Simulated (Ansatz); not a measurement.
CH6NSi (SMILES C[NH+]=[SiH2]) (charge +1)

The calculation's input:

```
crystal:
  periodic: [false, false, false]
  atoms:
    - { symbol: C, position_ang: [-0.32923, 0.37552, -1.14989] }
    - { symbol: "N", position_ang: [0.30472, 0.38819, 0.17644] }
    - { symbol: Si, position_ang: [0.22748, -0.75671, 1.39145] }
    - { symbol: H, position_ang: [-0.01009, -0.49283, -1.72334] }
    - { symbol: H, position_ang: [-1.41406, 0.3527, -1.0604] }
    - { symbol: H, position_ang: [-0.04829, 1.27085, -1.69629] }
    - { symbol: H, position_ang: [0.84991, 1.23618, 0.32044] }
    - { symbol: H, position_ang: [-0.55739, -1.95299, 1.15901] }
    - { symbol: H, position_ang: [0.97693, -0.42091, 2.58258] }
total_charge: 1
basis:
  gaussian: { orbitals: def2-SVP }
hamiltonian:
  xc: r2scan
  dispersion: d4
relax:
  f_tol: 0.015
  max_steps: 40
output:
  orbitals: {}
```

Command:

```sh
ansatz run input.yaml --threads 1 --pin off --max-ram 2048MiB --backend cpu --events-out ev --progress --plain --runs-dir out
```

The fields are those of the relaxed geometry.

Method: RKS r2SCAN-D4/def2-SVP (Ansatz 0.2.0).

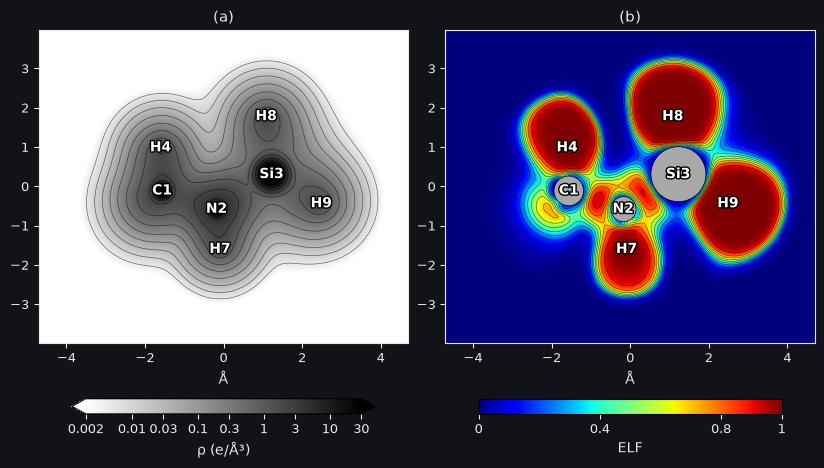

Figure 1. (a) electron density; (b) electron localisation function on the plane of atoms N2, C1 and H4. Grey discs cover the atomic cores in the ELF map.

**Describe what can be read from this map.**

- The plane passes through C, N, Si and H nuclei.
- C–N (1.47 Å): ρ is about 1.8 e/Å³ halfway, with its minimum of 1.6 e/Å³ about 0.6 Å from C; the ELF peaks at about 0.95 between the atoms: localised, covalent bonding.
- Si–N (1.66 Å): ρ is about 1.2 e/Å³ halfway; the ELF peaks at about 0.90 between the atoms (a polar covalent bond).
- N–H (1.03 Å): ρ at the midpoint is about 2.8 e/Å³; the ELF climbs to about 1 towards the hydrogen, as it does in any bond to H (an ordinary covalent bond to hydrogen).
- C–H (1.10 Å): ρ is about 2 e/Å³ halfway; the ELF climbs to about 1 towards the hydrogen (a covalent bond by its length).
- Si–H (1.47 Å): ρ at the midpoint is about 0.82 e/Å³; the ELF climbs to about 1 towards the hydrogen.

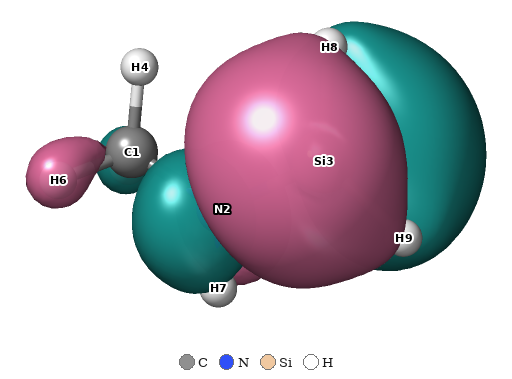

Figure 2. The LUMO at ±0.08 Å⁻³ᐟ² (teal and pink are the two phases), seen at a tilt.

**Where does this orbital lie, and at what energy?**

It lies mainly on Si3 (about 70 %) and N2 (about 20 %). Its energy is −8.48 eV.
